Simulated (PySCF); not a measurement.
# C6H10NSi (doublet): what the fields show

```xyz
18

C     1.7849   -0.7882    1.8070
C     1.2430   -0.7586    0.7394
C     0.6629   -0.6224   -0.5880
N     1.3412    0.4198   -1.3403
Si    0.6646    1.9869   -1.1113
C    -0.8411    1.2892   -0.1730
C    -0.8169   -0.1973   -0.5231
C    -1.6286   -1.0512    0.4420
H     2.2381   -0.8489    2.7516
H     0.7600   -1.5853   -1.1113
H     2.2971    0.2187   -1.5815
H     1.4948    2.9069   -0.3221
H    -1.8049    1.7309   -0.4181
H    -0.6877    1.4139    0.9017
H    -1.2204   -0.3178   -1.5349
H    -2.6708   -0.7386    0.4339
H    -1.2439   -0.9496    1.4551
H    -1.5813   -2.1022    0.1613
```

Geometry: GFN2-xTB.

Method: PySCF, UKS B3LYP, pcH-1 on C H N Si, non-relativistic, mean-field spin-orbit, GIAO.

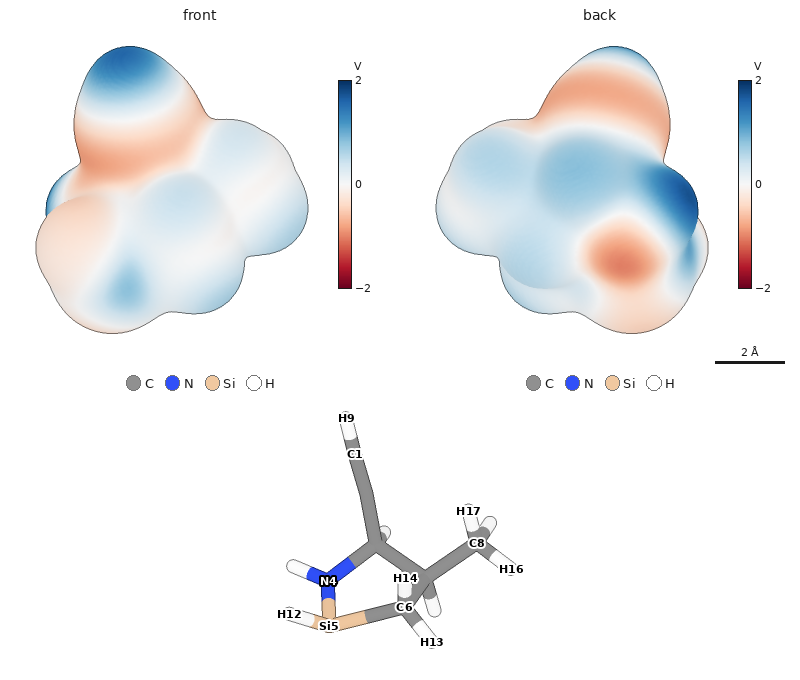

Figure 1. The molecular electrostatic potential painted on the density surface at 0.002 e/bohr³, seen from the front and from behind; the colour scale runs from red (negative) to blue (positive). The bare structure is drawn below in the same view.

Question: Which sites attract a positive test charge, and which a negative one?

Answer: A positive charge is drawn to the negative regions and a negative charge to the positive ones. The most negative region (about −0.9 V, or −21 kcal/mol for a unit charge) lies over N4 and Si5, the most positive (about +1.6 V, or +37 kcal/mol for a unit charge) over H11.

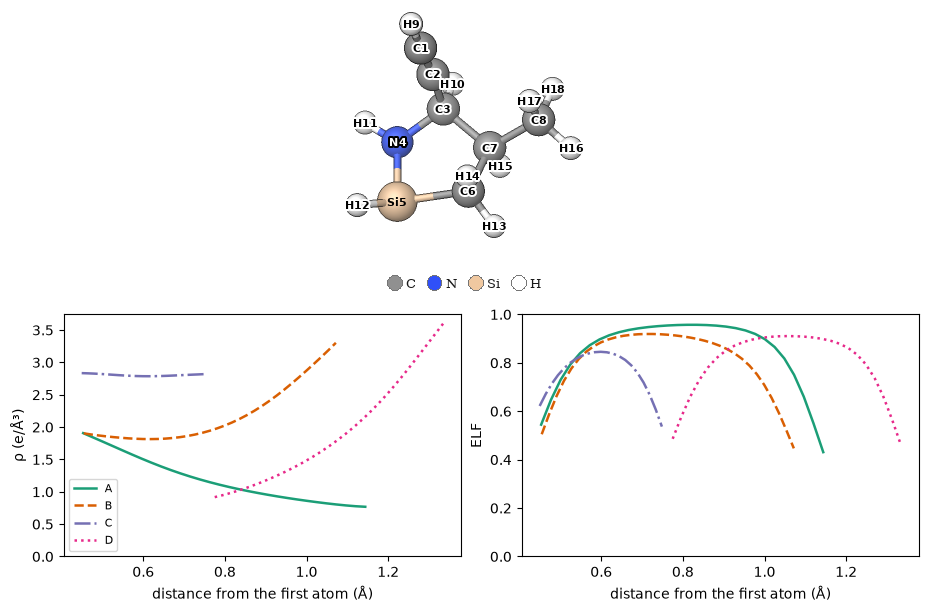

Figure 2. Total electron density and ELF along straight lines between neighbouring atoms. The curves leave out the atomic cores. The structure is drawn too.

Question: Which curve belongs to which contact (C–C, C–N, C–Si and Si–N)? The first atom named is at distance zero.

Answer: Curve A: C–Si (1.91 Å): the density is about 0.9 e/Å³ at the midpoint; the ELF peaks at about 0.95 between the atoms: a covalent bond. Curve B: C–N (1.45 Å): ρ is about 1.9 e/Å³ halfway; the ELF peaks at about 0.90 between the atoms: a shared electron pair. Curve C: C–C (1.20 Å): the density is about 2.8 e/Å³ at the midpoint; the ELF peaks at about 0.85 between the atoms; a short, multiple covalent bond. Curve D: Si–N (1.72 Å): ρ is about 1.1 e/Å³ halfway; the ELF peaks at about 0.90 between the atoms; a polar covalent bond.
